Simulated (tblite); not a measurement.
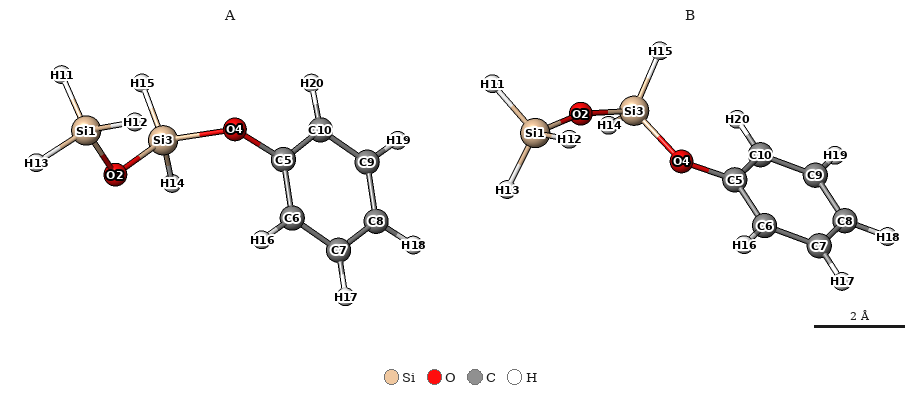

Two geometries of C$_{6}$H$_{10}$O$_{2}$Si$_{2}$, drawn at one scale. One is the start of a relaxation, the other its converged end. The picture is a ball-and-stick view, seen at a tilt.

Theory: GFN2-xTB geometry optimisation, gas phase in tblite. 

Which one is relaxed?

Answer. Structure B is the relaxed one. After 200 geometry steps the energy has fallen by 0.976 eV. The atom that moves furthest after the best rigid fit is H15 (1.62 Å). Largest moves by element: H 1.62 Å, O 1.37 Å, C 0.79 Å, Si 0.71 Å. Among the contacts that change: Si1–Si3 2.861 → 3.196 Å, Si3–O4 1.763 → 1.622 Å, O2–Si3 1.695 → 1.606 Å, Si1–O2 1.689 → 1.618 Å. Among the angles between lasting bonds that change: Si1–O2–Si3 115.4° → 165.0°, Si3–O4–C5 118.1° → 133.1°, O2–Si1–H11 114.2° → 104.0°. Groups turn about O4–C5 by about 100°, Si3–O4 by about 60°.
